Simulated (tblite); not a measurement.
**C₇H₁₀FPSi: geometry relaxation (part 4 of 4)**

Continued. System: C₇H₁₀FPSi. Method: GFN2-xTB geometry optimisation, gas phase (tblite 0.8.0). 

Geometry of the input (Å):
```
F  3.2421  -2.4938  -0.2605
C  2.9739  -1.2008  -0.5596
Si 4.0540  0.2217  -0.1329
C  1.8634  -0.9412  -1.1715
P  0.4185  -0.6137  -1.9172
C  -0.9319  -0.0627  -0.7555
C  -1.3069  1.2118  -0.6568
C  -2.3980  1.2666  0.3876
C  -3.0133  -0.1407  0.2504
C  -1.7113  -0.9306  0.1769
H  4.3166  0.9841  -1.3566
H  3.4184  1.0519  0.9264
H  5.2893  -0.3422  0.4476
H  -0.8991  2.0626  -1.2193
H  -1.9073  1.3038  1.3731
H  -3.1315  2.0526  0.2171
H  -3.5290  -0.1908  -0.7193
H  -3.6236  -0.4316  1.1167
H  -1.8627  -1.9462  -0.1644
H  -1.2668  -0.8500  1.1954
```

## Trajectory as extended XYZ, continued
```
20
Properties=species:S:1:pos:R:3:forces:R:3 step=195 energy=-788.47161
F     2.6597   -2.6392   -0.7060    0.0020  -0.0080   0.0040
C     2.5351   -1.2739   -0.6760   -0.0040   0.0010  -0.0120
Si    3.8505   -0.4580    0.4308    0.0050  -0.0010  -0.0010
C     1.5848   -0.6726   -1.3261   -0.0100   0.0060  -0.0040
P     0.5852    0.2793   -2.2187    0.0070  -0.0050  -0.0040
C    -0.8078    0.4257   -1.0697    0.0030   0.0060   0.0030
C    -1.8950    1.1588   -1.3135   -0.0100   0.0030   0.0050
C    -2.8621    1.1314   -0.1736    0.0000  -0.0020   0.0010
C    -2.3297    0.0003    0.7236    0.0070  -0.0010   0.0070
C    -0.8718   -0.2200    0.2882   -0.0020  -0.0020   0.0010
H     3.4620    0.9417    0.5884    0.0000   0.0020  -0.0030
H     3.8414   -1.1817    1.7017   -0.0040   0.0030   0.0060
H     5.1413   -0.5980   -0.2420    0.0060  -0.0020   0.0060
H    -2.0794    1.7355   -2.2038    0.0010   0.0060  -0.0030
H    -2.8503    2.0956    0.3442    0.0000  -0.0040  -0.0050
H    -3.8852    0.9514   -0.5066   -0.0070   0.0030  -0.0020
H    -2.9053   -0.9080    0.5448   -0.0070  -0.0090  -0.0030
H    -2.4070    0.2449    1.7814    0.0000   0.0030  -0.0010
H    -0.6049   -1.2766    0.2481    0.0060   0.0050   0.0040
H    -0.1667    0.2741    0.9623    0.0070  -0.0050   0.0000
20
Properties=species:S:1:pos:R:3:forces:R:3 step=201 energy=-788.47184
F     2.6597   -2.6443   -0.6958   -0.0040   0.0030  -0.0060
C     2.5305   -1.2789   -0.6815    0.0030  -0.0010   0.0070
Si    3.8333   -0.4502    0.4321   -0.0040   0.0100  -0.0020
C     1.5814   -0.6851   -1.3401    0.0060  -0.0060   0.0110
P     0.5825    0.2691   -2.2306   -0.0120   0.0040  -0.0030
C    -0.8051    0.4205   -1.0744   -0.0050  -0.0090   0.0010
C    -1.8894    1.1604   -1.3112    0.0050   0.0040  -0.0060
C    -2.8505    1.1374   -0.1658   -0.0050   0.0010  -0.0150
C    -2.3228   -0.0021    0.7236    0.0010   0.0020  -0.0050
C    -0.8678   -0.2292    0.2820    0.0070   0.0100   0.0040
H     3.4439    0.9516    0.5710   -0.0020  -0.0060  -0.0060
H     3.8061   -1.1583    1.7119   -0.0010   0.0020  -0.0020
H     5.1329   -0.5946   -0.2225    0.0060  -0.0080   0.0060
H    -2.0733    1.7395   -2.2003   -0.0040   0.0060   0.0080
H    -2.8264    2.0995    0.3550    0.0040   0.0020   0.0030
H    -3.8775    0.9702   -0.4941    0.0030  -0.0070   0.0040
H    -2.9059   -0.9050    0.5406    0.0030  -0.0080   0.0020
H    -2.3948    0.2372    1.7829   -0.0030   0.0010   0.0000
H    -0.6049   -1.2864    0.2404   -0.0030  -0.0030  -0.0080
H    -0.1572    0.2594    0.9544    0.0040   0.0040   0.0050
20
Properties=species:S:1:pos:R:3:forces:R:3 step=206 energy=-788.47202
F     2.6617   -2.6435   -0.6902   -0.0020   0.0010  -0.0050
C     2.5302   -1.2783   -0.6828   -0.0010   0.0020   0.0010
Si    3.8283   -0.4425    0.4307    0.0030  -0.0100   0.0040
C     1.5789   -0.6901   -1.3434   -0.0010   0.0050   0.0010
P     0.5767    0.2578   -2.2377    0.0070  -0.0050   0.0030
C    -0.8070    0.4147   -1.0781    0.0040   0.0040  -0.0030
C    -1.8880    1.1610   -1.3103   -0.0030  -0.0030   0.0030
C    -2.8441    1.1419   -0.1610    0.0020  -0.0010   0.0120
C    -2.3206   -0.0043    0.7225   -0.0060  -0.0010   0.0010
C    -0.8672   -0.2355    0.2779   -0.0040  -0.0060  -0.0030
H     3.4421    0.9607    0.5546   -0.0020   0.0120  -0.0120
H     3.7852   -1.1369    1.7174   -0.0010  -0.0020   0.0060
H     5.1351   -0.6027   -0.2058   -0.0030  -0.0030   0.0000
H    -2.0730    1.7432   -2.1967    0.0000   0.0070  -0.0050
H    -2.8079    2.1020    0.3635   -0.0020  -0.0040  -0.0030
H    -3.8746    0.9839   -0.4823    0.0030  -0.0030  -0.0040
H    -2.9071   -0.9046    0.5352    0.0060   0.0060   0.0030
H    -2.3914    0.2301    1.7829    0.0000  -0.0010   0.0000
H    -0.6106   -1.2943    0.2321    0.0070  -0.0010   0.0010
H    -0.1519    0.2481    0.9491   -0.0050   0.0020   0.0000
20
Properties=species:S:1:pos:R:3:forces:R:3 step=212 energy=-788.47228
F     2.6569   -2.6433   -0.6839    0.0000  -0.0080  -0.0030
C     2.5272   -1.2782   -0.6832   -0.0010  -0.0010  -0.0040
Si    3.8209   -0.4382    0.4318   -0.0040   0.0030   0.0030
C     1.5779   -0.6926   -1.3487    0.0020   0.0010   0.0070
P     0.5737    0.2498   -2.2462   -0.0100   0.0130   0.0020
C    -0.8067    0.4126   -1.0827   -0.0100   0.0070   0.0030
C    -1.8856    1.1645   -1.3073    0.0040   0.0050  -0.0020
C    -2.8390    1.1429   -0.1550    0.0050  -0.0010  -0.0140
C    -2.3162   -0.0076    0.7226    0.0130  -0.0030   0.0020
C    -0.8646   -0.2404    0.2725   -0.0010   0.0020   0.0040
H     3.4431    0.9705    0.5240    0.0030  -0.0040   0.0010
H     3.7578   -1.1168    1.7266   -0.0020   0.0110   0.0020
H     5.1342   -0.6164   -0.1853    0.0020  -0.0070  -0.0040
H    -2.0712    1.7544   -2.1892    0.0030  -0.0100   0.0050
H    -2.8010    2.1011    0.3727   -0.0020  -0.0070  -0.0040
H    -3.8698    0.9872   -0.4772    0.0020   0.0000   0.0040
H    -2.9034   -0.9066    0.5347   -0.0130  -0.0030  -0.0060
H    -2.3842    0.2230    1.7842    0.0080   0.0010  -0.0020
H    -0.6071   -1.2989    0.2254   -0.0030   0.0010   0.0020
H    -0.1481    0.2436    0.9419    0.0050   0.0010   0.0030
20
Properties=species:S:1:pos:R:3:forces:R:3 step=218 energy=-788.47270
F     2.6490   -2.6369   -0.6772   -0.0060   0.0120  -0.0130
C     2.5267   -1.2703   -0.6841   -0.0100  -0.0040   0.0090
Si    3.8288   -0.4378    0.4270    0.0190  -0.0020  -0.0070
C     1.5756   -0.6826   -1.3454    0.0050   0.0000  -0.0060
P     0.5695    0.2568   -2.2450    0.0210   0.0050   0.0080
C    -0.8074    0.4223   -1.0788    0.0000  -0.0020  -0.0010
C    -1.8890    1.1706   -1.3021    0.0000  -0.0170  -0.0030
C    -2.8449    1.1365   -0.1529   -0.0130   0.0000   0.0000
C    -2.3161   -0.0146    0.7211   -0.0130   0.0080  -0.0040
C    -0.8631   -0.2375    0.2731   -0.0050   0.0070   0.0020
H     3.4945    0.9834    0.4825   -0.0080  -0.0030   0.0020
H     3.7379   -1.0848    1.7363   -0.0100   0.0120   0.0040
H     5.1431   -0.6693   -0.1712   -0.0050  -0.0050  -0.0050
H    -2.0780    1.7604   -2.1829    0.0070  -0.0010   0.0000
H    -2.8200    2.0928    0.3780    0.0120   0.0020   0.0090
H    -3.8736    0.9723   -0.4779    0.0030  -0.0010  -0.0070
H    -2.9009   -0.9141    0.5260    0.0060  -0.0050   0.0110
H    -2.3862    0.2113    1.7833   -0.0030  -0.0020   0.0050
H    -0.6005   -1.2944    0.2208    0.0000   0.0000   0.0020
H    -0.1504    0.2466    0.9470    0.0000  -0.0030  -0.0070
20
Properties=species:S:1:pos:R:3:forces:R:3 step=224 energy=-788.47341
F     2.6439   -2.6340   -0.6898   -0.0010  -0.0030  -0.0040
C     2.5256   -1.2676   -0.6871    0.0120   0.0040  -0.0020
Si    3.8339   -0.4410    0.4217   -0.0270  -0.0040   0.0100
C     1.5781   -0.6731   -1.3473   -0.0050   0.0060   0.0020
P     0.5746    0.2773   -2.2378    0.0000   0.0080   0.0040
C    -0.8050    0.4331   -1.0724    0.0090  -0.0050  -0.0070
C    -1.8936    1.1701   -1.2983    0.0010   0.0070   0.0060
C    -2.8512    1.1281   -0.1501    0.0160  -0.0090   0.0060
C    -2.3168   -0.0231    0.7194    0.0060  -0.0220   0.0020
C    -0.8583   -0.2258    0.2798    0.0100  -0.0150  -0.0090
H     3.5351    0.9890    0.4233    0.0040   0.0040   0.0000
H     3.6917   -1.0333    1.7530    0.0060   0.0070  -0.0070
H     5.1494   -0.7350   -0.1433    0.0020  -0.0070  -0.0030
H    -2.0847    1.7596   -2.1786   -0.0010   0.0000  -0.0060
H    -2.8298    2.0816    0.3861   -0.0020   0.0060  -0.0040
H    -3.8772    0.9568   -0.4775   -0.0180   0.0160  -0.0030
H    -2.8886   -0.9276    0.5087    0.0060  -0.0080   0.0130
H    -2.3982    0.1873    1.7843   -0.0040   0.0160  -0.0120
H    -0.5810   -1.2790    0.2288   -0.0020  -0.0070   0.0070
H    -0.1531    0.2675    0.9547   -0.0110   0.0060   0.0080
20
Properties=species:S:1:pos:R:3:forces:R:3 step=230 energy=-788.47391
F     2.6485   -2.6300   -0.7022    0.0030   0.0000  -0.0020
C     2.5296   -1.2638   -0.6911   -0.0040  -0.0020   0.0000
Si    3.8381   -0.4392    0.4178    0.0040   0.0040   0.0030
C     1.5797   -0.6662   -1.3453    0.0020   0.0040   0.0000
P     0.5782    0.2916   -2.2296   -0.0010  -0.0020   0.0000
C    -0.8046    0.4350   -1.0672    0.0000   0.0040   0.0020
C    -1.8940    1.1709   -1.2937    0.0010   0.0030  -0.0020
C    -2.8547    1.1234   -0.1484    0.0030  -0.0010  -0.0030
C    -2.3226   -0.0326    0.7165    0.0010   0.0020   0.0030
C    -0.8611   -0.2282    0.2831   -0.0030  -0.0030   0.0010
H     3.5718    0.9971    0.3783    0.0040  -0.0060   0.0010
H     3.6735   -0.9892    1.7645   -0.0030   0.0010  -0.0080
H     5.1517   -0.7817   -0.1262   -0.0070   0.0020   0.0050
H    -2.0830    1.7626   -2.1734   -0.0020  -0.0010   0.0020
H    -2.8311    2.0741    0.3931    0.0000  -0.0010  -0.0030
H    -3.8815    0.9600   -0.4787   -0.0010  -0.0030   0.0030
H    -2.8903   -0.9385    0.5021   -0.0030  -0.0020  -0.0030
H    -2.4102    0.1760    1.7810    0.0020   0.0050   0.0030
H    -0.5786   -1.2800    0.2331    0.0020  -0.0010   0.0010
H    -0.1644    0.2692    0.9638    0.0010  -0.0020   0.0000
```

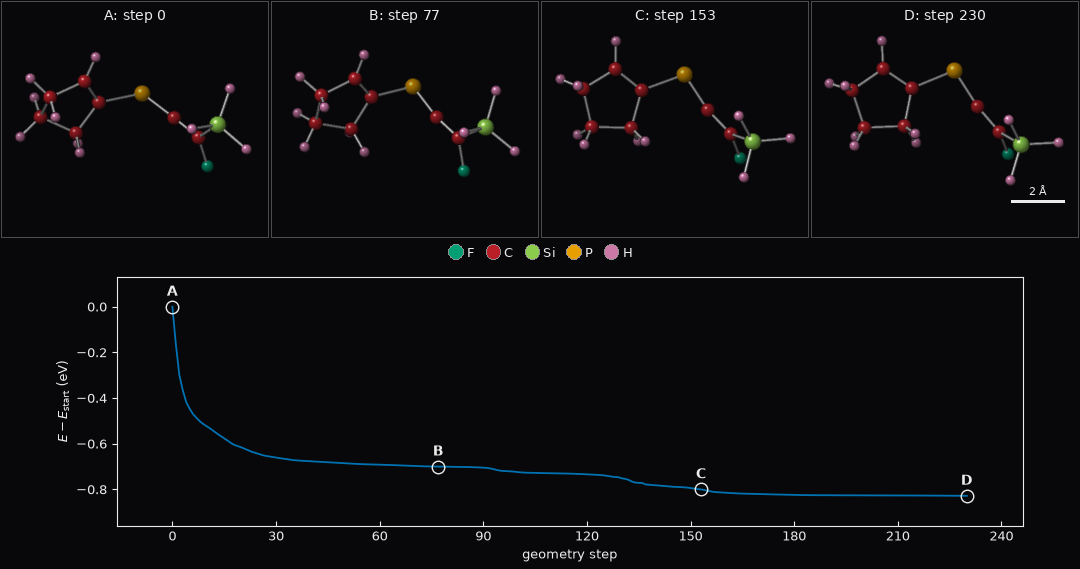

*Frames of the relaxation (ball-and-stick view, seen at a tilt) above the curves, on which the letters mark them (steps are counted from 0).*

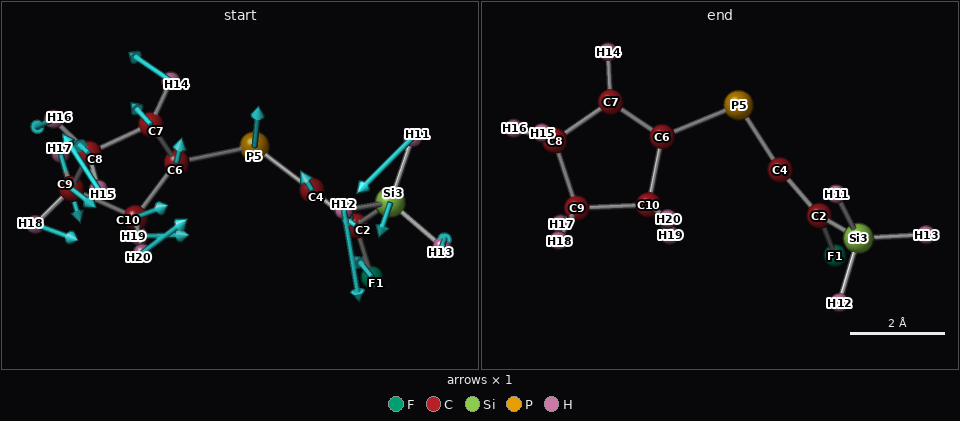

*Before (left) and after (right) the relaxation, at one scale (ball-and-stick view, seen at a tilt). The teal arrows give the displacements, at true length.*

The energy falls by 0.828 eV in 230 geometry steps. Largest force component: 2.4 eV/Å at the start, 0.008 eV/Å at the end. H12 moves most after the best rigid fit: 2.23 Å. Largest moves by element: H 2.23 Å, C 1.09 Å, P 1.08 Å, Si 0.83 Å, F 0.81 Å. Among the contacts that change: C2–Si3 1.836 → 1.903 Å, P5–C6 1.865 → 1.812 Å, Si3–H12 1.488 → 1.464 Å, C7–H14 1.098 → 1.077 Å. Among the angles that change: C4–P5–C6 114.2° → 99.6°, F1–C2–Si3 124.9° → 112.1°, Si3–C2–C4 117.3° → 126.6°. (Atoms are counted from 1 in the order of the input.)
